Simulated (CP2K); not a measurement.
# One shape, several levels: Ge2NH6Cl (SMILES [NH2][GeH2][GeH2][Cl])

Wanted: a comparison of 3 runs (PM6, GFN2-xTB, GFN1-xTB) of Ge2NH6Cl. 

The results are computed with CP2K 2026.2.

2 further runs of the same task are left out: 1 that didn't finish, 1 set aside as unsound or not needed.

### 1 The system as given

Ge2NH6Cl has 10 atoms, charge 0, and is taken as a singlet. SMILES: `[NH2][GeH2][GeH2][Cl]`. The shape comes from GFN2-xTB, which is rough for such elements, and wasn't checked as a minimum. This is one conformer, not always the lowest.

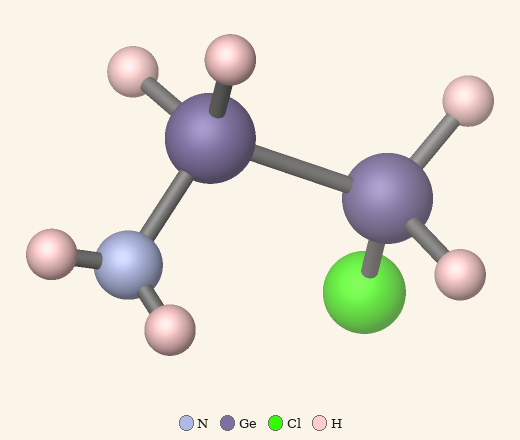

The structure, seen from a chosen angle (nitrogen light blue, germanium purple, chlorine green, hydrogen pink).

### 2 Energy and forces at PM6 (run 1)

The input, molecule.inp:

```
&GLOBAL
 PROJECT_NAME molecule
 RUN_TYPE ENERGY_FORCE
 PRINT_LEVEL MEDIUM
&END GLOBAL

&FORCE_EVAL
 METHOD QS
 &DFT
  &QS
   METHOD PM6
   EPS_DEFAULT 1.0E-10
   &SE
    &COULOMB
     CUTOFF [angstrom] 50
     RC_RANGE [angstrom] 0
    &END COULOMB
    &EXCHANGE
     CUTOFF [angstrom] 50
     RC_RANGE [angstrom] 0
    &END EXCHANGE
   &END SE
  &END QS
  &POISSON
   PERIODIC NONE
   POISSON_SOLVER ANALYTIC
  &END POISSON
  &SCF
   SCF_GUESS ATOMIC
   EPS_SCF 1.0E-06
   MAX_SCF 150
   ADDED_MOS 2
   MAX_DIIS 2
   &DIAGONALIZATION
    ALGORITHM STANDARD
   &END DIAGONALIZATION
   &MIXING
    METHOD DIRECT_P_MIXING
    ALPHA 0.4
   &END MIXING
  &END SCF
  &PRINT
   &MOMENTS
    PERIODIC F
    REFERENCE COM
    MAX_MOMENT 1
   &END MOMENTS
   &MO ON
    ENERGIES T
    OCCUPATION_NUMBERS T
    NDIGITS 6
    &EACH
     QS_SCF 0
    &END EACH
    ADD_LAST NUMERIC
   &END MO
   &HIRSHFELD OFF
   &END HIRSHFELD
  &END PRINT
 &END DFT
 &SUBSYS
  &CELL
   ABC 11.2 13 12.3
   PERIODIC NONE
  &END CELL
  &COORD
   N      4.207240     8.147730     5.924420
   Ge     5.735290     7.296120     5.452290
   Ge     5.950630     5.335440     6.820380
   Cl     4.362230     3.985830     6.571530
   H      4.021700     8.258740     6.911860
   H      3.983140     9.014170     5.455630
   H      6.972820     8.184400     5.546410
   H      5.558960     7.016200     3.980760
   H      6.001530     5.628650     8.319240
   H      7.216860     4.527910     6.571980
  &END COORD
 &END SUBSYS
 &PRINT
  &FORCES ON
  &END FORCES
 &END PRINT
&END FORCE_EVAL
```

The run is started by

```console
$ OMP_NUM_THREADS=1 cp2k.psmp molecule.inp > molecule.out
```

What it wrote:

```text
CP2K| version string:                                       CP2K version 2026.2
[...]
 GLOBAL| Method name                                                        CP2K
[...]
 GLOBAL| Run type                                                   ENERGY_FORCE
[...]
                             - Atoms:                                         10
[...]
                             - Spherical basis functions:                     27
[...]
 Number of electrons:                                                         26
[...]
     1 P_Mix/Diag. 0.40E+00    0.0     0.83983560       -19.8765449105 -1.99E+01
[...]
    22 DIIS/Diag.  0.19E-06    0.0     0.00000052       -24.8457656758 -1.49E-13
  *** SCF run converged in    22 steps ***
  Core-core repulsion energy [eV]:                           1308.10034924965771
  Core Hamiltonian energy [eV]:                             -1060.44345827829193
  Two-electron integral energy [eV]:                        -1847.48911597372921
  Electronic energy [eV]:                                   -1984.18801626515665
  Total energy [eV]:                                         -676.08766701549882
  Atomic reference energy [eV]:                               676.16334749740338
  Heat of formation [kcal/mol]:                                 1.74523351117635
[...]
 SE_DIPOLE| Moment [Debye]         -3.03101464      -2.42632666      -0.49463419
 SE_DIPOLE| Derivative [a.u.]       0.00000000       0.00000000       0.00000000
 ENERGY| Total FORCE_EVAL ( QS ) energy [hartree]            -24.845765675846494
 FORCES| Atomic forces [hartree/bohr]
 FORCES|   Atom     x               y               z               |f|
 FORCES|      1 -1.06191698E-02  4.24962560E-03  6.33888798E-03   1.30769869E-02
 FORCES|      2  1.04875783E-02  1.55268211E-02 -1.53247951E-02   2.42058013E-02
 FORCES|      3  2.23187293E-02 -5.09541420E-03  2.06976808E-02   3.08623219E-02
 FORCES|      4 -1.62303867E-02 -1.27494392E-02 -3.58683810E-03   2.09484859E-02
 FORCES|      5 -7.12659935E-04  1.18830495E-03 -5.13125844E-04   1.47758282E-03
 FORCES|      6  6.10686080E-04  2.96813503E-04 -6.83117088E-05   6.82423793E-04
 FORCES|      7  8.25758321E-04 -2.40711611E-04  5.36862517E-03   5.43709068E-03
 FORCES|      8 -3.16217858E-03 -5.78617534E-03 -6.64895111E-03   9.36417372E-03
 FORCES|      9 -4.53460954E-03  3.53323003E-03  3.84927155E-05   5.74872854E-03
 FORCES|     10  1.01625255E-03 -9.23054785E-04 -6.30166483E-03   6.44947898E-03
 FORCES| Sum     3.05311332E-16 -5.75060832E-16 -1.83880688E-16
 FORCES| Total atomic force                                       6.76551608E-16
[...]
```

Wall time 0.22 s (1 thread of Arm Neoverse V2, shared host).

### 3 The energy at GFN2-xTB (run 2)

The input, qs.inp:

```
&global
  project qs
  run_type ENERGY
  print_level MEDIUM
&end

&force_eval
  method QS
  &dft
    &qs
      method XTB
      eps_default 1.0E-10
      &xtb
        gfn_type TBLITE
        &tblite
          method GFN2
        &end
        check_atomic_charges F
      &end
    &end
    &poisson
      periodic NONE
      poisson_solver ANALYTIC
    &end
    &scf
      scf_guess ATOMIC
      eps_scf 1.0E-06
      max_scf 63
      added_mos 4
      &diagonalization
        algorithm STANDARD
      &end
      &mixing
        method DIRECT_P_MIXING
        alpha 0.1
      &end
      &smear ON
        method FERMI_DIRAC
        electronic_temperature [K] 300
      &end
    &end
    ! extra output
    &print
      &moments
        periodic F
        reference COM
        max_moment 1
      &end
      &mo ON
        energies T
        occupation_numbers T
        ndigits 6
        &each
          qs_scf 0
        &end
        add_last NUMERIC
      &end
      &hirshfeld OFF
      &end
    &end
  &end
  &subsys
    &cell
      abc 11.2 13 12.3
      periodic NONE
    &end
    &coord
      N     -1.193800     1.408210    -0.231030
      Ge     0.334250     0.556600    -0.703160
      Ge     0.549590    -1.404080     0.664930
      Cl    -1.038810    -2.753690     0.416080
      H     -1.379340     1.519220     0.756410
      H     -1.417900     2.274650    -0.699820
      H      1.571780     1.444880    -0.609040
      H      0.157920     0.276680    -2.174690
      H      0.600490    -1.110870     2.163790
      H      1.815820    -2.211610     0.416530
    &end
    &topology
      &center_coordinates
      &end
    &end
  &end
&end
```

The run is started by

```console
$ OMP_NUM_THREADS=1 cp2k.psmp -i qs.inp > qs.out 2>&1
```

What it wrote:

```text
CP2K| version string:                                       CP2K version 2026.2
[...]
 GLOBAL| Method name                                                        CP2K
[...]
 GLOBAL| Run type                                                         ENERGY
[...]
                             - Atoms:                                         10
[...]
                             - Spherical basis functions:                     37
[...]
 Number of electrons:                                                         26
[...]
  *** SCF run converged in    18 steps ***
[...]
  Fermi energy:                                                -0.21627223084992
[...]
 TB_DIPOLE| Moment [Debye]          0.60243991       2.22743874       0.07620791
 TB_DIPOLE| Derivative [a.u.]       0.00000000       0.00000000       0.00000000
[...]
 ENERGY| Total FORCE_EVAL ( QS ) energy [hartree]            -14.439181077810975
[...]
```

Wall time 0.24 s (1 thread of Arm Neoverse V2, shared host).

### 4 The energy at GFN1-xTB (run 3)

The input, molecule.inp:

```
&global
  project_name molecule
  run_type ENERGY
  print_level MEDIUM
&end global
&force_eval
  method Quickstep
  &dft
    &qs
      method XTB
      eps_default 1.0E-10
      &xtb
        gfn_type TBLITE
        &tblite
          method GFN1
        &end tblite
        check_atomic_charges F
      &end xtb
    &end qs
    &poisson
      periodic NONE
      poisson_solver ANALYTIC
    &end poisson
    &scf
      scf_guess ATOMIC
      eps_scf 1.0E-07
      max_scf 150
      added_mos 4
      &diagonalization
        algorithm STANDARD
      &end diagonalization
      &mixing
        method DIRECT_P_MIXING
        alpha 0.4
      &end mixing
    &end scf
    &print
      &moments
        periodic F
        reference COM
        max_moment 1
      &end moments
      &mo ON
        energies T
        occupation_numbers T
        ndigits 6
        &each
          qs_scf 0
        &end each
        add_last NUMERIC
      &end mo
      &hirshfeld OFF
      &end hirshfeld
    &end print
  &end dft
  &subsys
    &cell
      abc 15.2 17 16.3
      periodic NONE
    &end cell
    &coord
      N     -1.193800     1.408210    -0.231030
      Ge     0.334250     0.556600    -0.703160
      Ge     0.549590    -1.404080     0.664930
      Cl    -1.038810    -2.753690     0.416080
      H     -1.379340     1.519220     0.756410
      H     -1.417900     2.274650    -0.699820
      H      1.571780     1.444880    -0.609040
      H      0.157920     0.276680    -2.174690
      H      0.600490    -1.110870     2.163790
      H      1.815820    -2.211610     0.416530
    &end coord
    &topology
      &center_coordinates
      &end center_coordinates
    &end topology
  &end subsys
&end force_eval
```

The run is started by

```console
$ OMP_NUM_THREADS=1 cp2k.psmp -i molecule.inp -o molecule.out
```

What it wrote:

```text
CP2K| version string:                                       CP2K version 2026.2
[...]
 GLOBAL| Method name                                                        CP2K
[...]
 GLOBAL| Run type                                                         ENERGY
[...]
                             - Atoms:                                         10
[...]
                             - Spherical basis functions:                     43
[...]
 Number of electrons:                                                         26
[...]
  *** SCF run converged in    56 steps ***
[...]
  Fermi energy:                                                -0.28135565395174
[...]
 TB_DIPOLE| Moment [Debye]          0.18478318       1.10895986       0.32790386
 TB_DIPOLE| Derivative [a.u.]       0.00000000       0.00000000       0.00000000
[...]
 ENERGY| Total FORCE_EVAL ( QS ) energy [hartree]            -14.092594130182365
[...]
```

It took 0.26 s on 1 thread of Arm Neoverse V2, shared host.

### 5 Overview of the runs

```
run     level      task  iteration cap  energy (Eh)  dipole moment (D)  HOMO energy (eV)  LUMO energy (eV)  wall time
  1       PM6  gradient            150   -24.845766               3.91             -9.13             -0.77     0.22 s
  2  GFN2-xTB    energy             63   -14.439181               2.31            -10.82             -4.99     0.24 s
  3  GFN1-xTB    energy            150   -14.092594               1.17            -11.50             -6.76     0.26 s
```

### 6 Results

```
                                        quantity         value
                             run 3: total energy  -14.09259 Eh
run 3: dipole moment (from atomic charges alone)        1.17 D
                              run 3: HOMO energy     -11.50 eV
                              run 3: LUMO energy      -6.76 eV
                            run 3: HOMO–LUMO gap       4.74 eV
```

What this shows: The dipole moment (its size) runs from 1.17 D (GFN1-xTB) to 3.91 D (PM6). Some of these are taken from atomic charges alone. The HOMO–LUMO gap runs from 4.74 eV (GFN1-xTB) to 8.36 eV (PM6). Force-field and semi-empirical energies have zeros of their own, so their totals don't compare. All runs together took 0.72 s, the longest 0.26 s.
